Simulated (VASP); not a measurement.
Band structure of FeAl (CsCl type). All values below come from revTPSS meta-GGA, VASP's PBE PAW potentials (set 64) (plane waves; VASP 6.6.1).

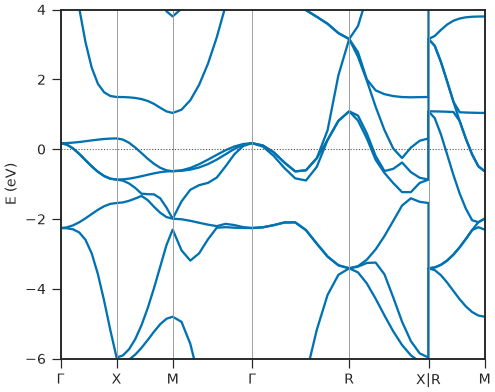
Fig. 1. Bands along high-symmetry lines, zero at the valence-band maximum or, without a gap, the Fermi level

**Question.** Read the plot: is there a gap, and where are the band edges?

**Answer.** It has no gap at this level: it comes out as a metal or semimetal.

The compound is FeAl in the CsCl type structure. It was relaxed first, which changed the volume by -7 %. The run is not spin-polarised, so no magnetic state was tried. The electron count is odd and the run is not spin-polarised, which forces a metal.
